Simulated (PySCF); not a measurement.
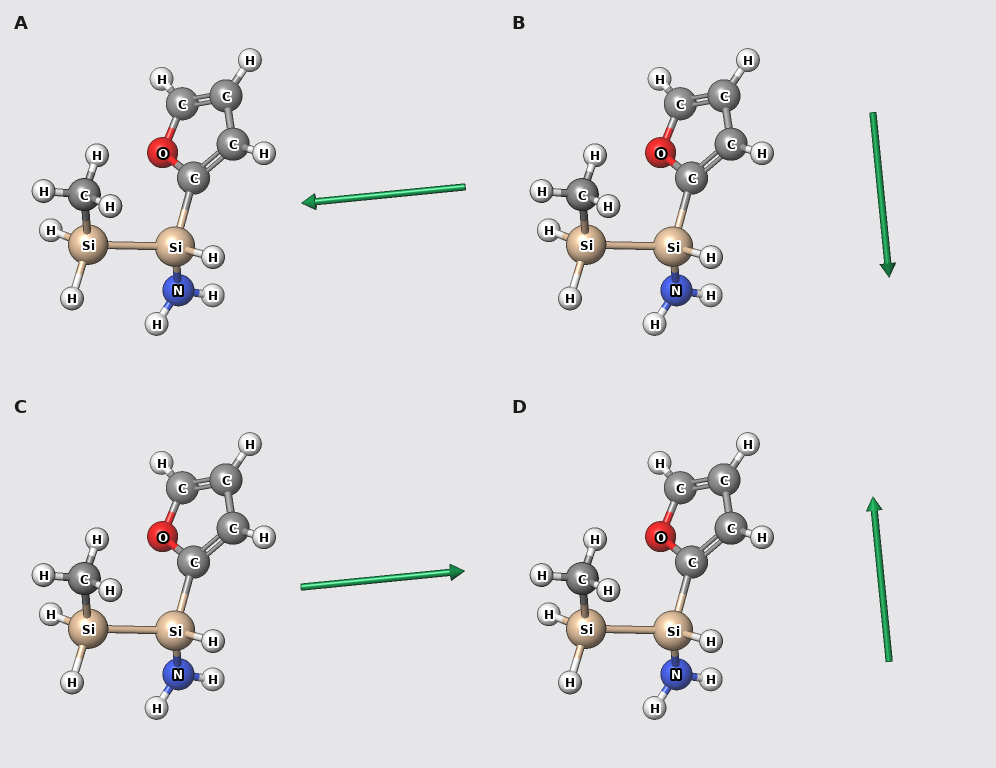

The same molecule four times, each with an arrow. Computed geometry: PBE0-D3(BJ)/def2-SVP optimisation. No frequency run is at hand to confirm it as a minimum. Properties computed with CAM-B3LYP/def2-SVPD, gas phase (PySCF 2.14.0).

> Which arrow points along the dipole moment, from the negative to the positive end?

C. The dipole moment is 0.94 D.
